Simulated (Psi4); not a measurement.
# U-wB97M-V/6-31G(d) (spherical functions) run of CH3Cl2Si (SMILES [CH2][SiH](Cl)Cl)

What is the vertical doublet–quartet gap of CH3Cl2Si at U-wB97M-V/6-31G* (spherical functions)? 

Program for the calculation: Psi4 1.11.

5 further runs of the same task are left out: 2 that didn't finish, 3 set aside as unsound or not needed.

## (1) The molecule

The species is CH3Cl2Si (7 atoms), meant as a doublet with charge 0. SMILES: `[CH2][SiH](Cl)Cl`. The coordinates come from a PBE0-D4/def2-TZVP relaxation. This is one conformer, not always the lowest.

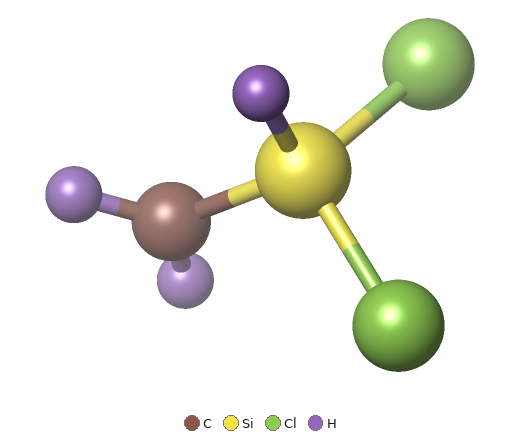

The structure, seen from a chosen angle (carbon brown, silicon yellow, chlorine green, hydrogen purple).

## (2) The energy at U-wB97M-V/6-31G(d) (spherical functions)

Input file job.in:

```
memory 2200 MB

molecule {
  0 2
  C     -0.692700     0.892600     0.197500
  Si     0.466300    -0.499500    -0.003900
  Cl     1.593800    -0.235400    -1.694300
  Cl    -0.574000    -2.252500    -0.209200
  H     -1.447700     1.127200    -0.545500
  H     -0.668800     1.540600     1.067500
  H      1.384500    -0.641000     1.142000
  symmetry c1
  no_reorient
  no_com
}

set {
  basis                6-31G*
  reference            uks
  puream               true
  e_convergence        1e-09
  d_convergence        1e-08
  scf_type             pk
  dft_radial_points    99
  dft_spherical_points 590
  maxiter              100
}

energy_value, wavefunction = energy('wb97m-v', return_wfn=True)
```

On the command line:

```console
$ psi4 job.in job.out -n 1
```

job.out:

```text
[...]
  Running in c1 symmetry.
[...]
  Nuclear repulsion =  261.789143782980091
[...]
  Multiplicity = 2
[...]
  Nalpha       = 29
  Nbeta        = 28
[...]
    Number of basis functions: 74
[...]
   @UKS iter   1: -1249.63678812083594   -3.66978e-01   4.32848e-03 DIIS/ADIIS
[...]
   @UKS iter  12: -1249.70136170484193   -4.09273e-12   4.05199e-09 DIIS
[...]
   @S^2 Observed:                7.531153049E-01
[...]
    Orbital Energies [Eh]
    ---------------------
    Alpha Occupied:
       1A   -101.863751     2A   -101.863679     3A    -66.480932
       4A    -10.389154     5A     -9.645594     6A     -9.645518
       7A     -7.348598     8A     -7.348532     9A     -7.342882
      10A     -7.342810    11A     -7.342628    12A     -7.342553
      13A     -5.515117    14A     -3.830476    15A     -3.828788
      16A     -3.826249    17A     -0.974021    18A     -0.944879
      19A     -0.831720    20A     -0.647005    21A     -0.564766
      22A     -0.514416    23A     -0.510818    24A     -0.500236
      25A     -0.440205    26A     -0.436283    27A     -0.421063
      28A     -0.416062    29A     -0.355199
    Alpha Virtual:
[...]
  @UKS Final Energy: -1249.70136170484193
   => Energetics <=
    Nuclear Repulsion Energy =            261.7891437829800907
    One-Electron Energy =               -2246.2971696107342723
    Two-Electron Energy =                 798.7584615576541864
    DFT Exchange-Correlation Energy =     -64.1850229372731889
    Empirical Dispersion Energy =           0.0000000000000000
    VV10 Nonlocal Energy =                  0.2332255025313215
    Total Energy =                      -1249.7013617048421565
[...]
 Multipole Moments:
 ------------------------------------------------------------------------------------
     Multipole            Electronic (a.u.)      Nuclear  (a.u.)        Total (a.u.)
 ------------------------------------------------------------------------------------
 L = 1.  Multiply by 2.5417464519 to convert [e a0] to [Debye]
 Dipole X            :        -36.1547408           35.8605768           -0.2941640
 Dipole Y            :         79.9251779          -79.1887843            0.7363936
 Dipole Z            :         56.4399089          -55.8699419            0.5699670
 Magnitude           :                                                    0.9765605
[...]
```

Wall time 3.6 min (1 thread of Intel Xeon Platinum 8259CL at 2.50GHz (Skylake/Cascade Lake), shared host); peak memory 1.1 GiB.

## (3) The quartet, same level

Input file ch3cl2si.xyz:

```xyz
7
CH3Cl2Si
C     -0.692700     0.892600     0.197500
Si     0.466300    -0.499500    -0.003900
Cl     1.593800    -0.235400    -1.694300
Cl    -0.574000    -2.252500    -0.209200
H     -1.447700     1.127200    -0.545500
H     -0.668800     1.540600     1.067500
H      1.384500    -0.641000     1.142000
```

Input file ch3cl2si_ase.py:

```python
import numpy as np
from ase.calculators.psi4 import Psi4
from ase.io import read

a = read('ch3cl2si.xyz')
calc = Psi4(atoms=a, method='wb97m-v', basis='6-31G*', memory='2200MB', num_threads=1, charge=0, multiplicity=4, label='calc', reference='uks')
calc.psi4.set_options({'puream': True, 'e_convergence': 1e-09, 'd_convergence': 1e-08, 'scf_type': 'pk', 'dft_radial_points': 99, 'dft_spherical_points': 590, 'maxiter': 100})
a.calc = calc

print(f'energy: {a.get_potential_energy():.6f} eV')
```

On the command line:

```console
$ python ch3cl2si_ase.py
```

calc.dat:

```text
[...]
  Running in c1 symmetry.
[...]
  Nuclear repulsion =  261.789143782980091
[...]
  Multiplicity = 4
[...]
  Nalpha       = 30
  Nbeta        = 27
[...]
    Number of basis functions: 74
[...]
   @UKS iter   1: -1249.33117799971819   -6.13674e-02   4.20422e-03 DIIS/ADIIS
[...]
   @UKS iter  39: -1249.40111068175315   -4.77485e-11   8.68432e-09 DIIS
[...]
   @S^2 Observed:                3.757562598E+00
[...]
    Orbital Energies [Eh]
    ---------------------
    Alpha Occupied:
       1A   -101.882243     2A   -101.874129     3A    -66.429509
       4A    -10.413262     5A     -9.663457     6A     -9.655265
       7A     -7.367586     8A     -7.364179     9A     -7.358931
      10A     -7.358336    11A     -7.356382    12A     -7.351073
      13A     -5.474109    14A     -3.789514    15A     -3.787093
      16A     -3.784739    17A     -0.984612    18A     -0.959545
      19A     -0.845179    20A     -0.660547    21A     -0.576179
      22A     -0.526397    23A     -0.524706    24A     -0.517126
      25A     -0.460644    26A     -0.452288    27A     -0.442820
      28A     -0.435311    29A     -0.369390    30A     -0.115504
    Alpha Virtual:
[...]
  @UKS Final Energy: -1249.40111068175315
   => Energetics <=
    Nuclear Repulsion Energy =            261.7891437829800907
    One-Electron Energy =               -2246.0922228131876182
    Two-Electron Energy =                 798.8314688707756659
    DFT Exchange-Correlation Energy =     -64.1619384135913720
    Empirical Dispersion Energy =           0.0000000000000000
    VV10 Nonlocal Energy =                  0.2324378912698358
    Total Energy =                      -1249.4011106817531527
[...]
 Multipole Moments:
 ------------------------------------------------------------------------------------
     Multipole            Electronic (a.u.)      Nuclear  (a.u.)        Total (a.u.)
 ------------------------------------------------------------------------------------
 L = 1.  Multiply by 2.5417464519 to convert [e a0] to [Debye]
 Dipole X            :          1.5662130           -1.9619314           -0.3957185
 Dipole Y            :         -4.2307097            4.9504236            0.7197140
 Dipole Z            :         -3.2704623            3.8587550            0.5882927
 Magnitude           :                                                    1.0102820
[...]
```

On the terminal:

```text
energy: -33997.935922 eV
```

Run time: 11 min. Hardware: 1 thread of Intel Xeon Platinum 8259CL at 2.50GHz (Skylake/Cascade Lake), shared host; peak memory 1.1 GiB.

## (4) Summary of results

Level: U-wB97M-V/6-31G* (spherical functions).

| quantity | value |
| --- | --- |
| doublet: total energy | -1249.70136 Eh |
| doublet: dipole moment | 2.48 D |
| doublet: HOMO energy (highest over α and β) | -9.67 eV |
| doublet: LUMO energy (lowest over α and β) | -0.94 eV |
| doublet: ⟨S²⟩ | 0.753 |
| quartet: total energy | -1249.40111 Eh |
| quartet: dipole moment | 2.57 D |
| quartet: HOMO energy (highest over α and β) | -3.14 eV |
| quartet: ⟨S²⟩ | 3.758 |
| vertical energy of the quartet above the doublet | 8.170 eV |

What this shows: At this shape the quartet lies 8.17 eV (188 kcal/mol) above the doublet.
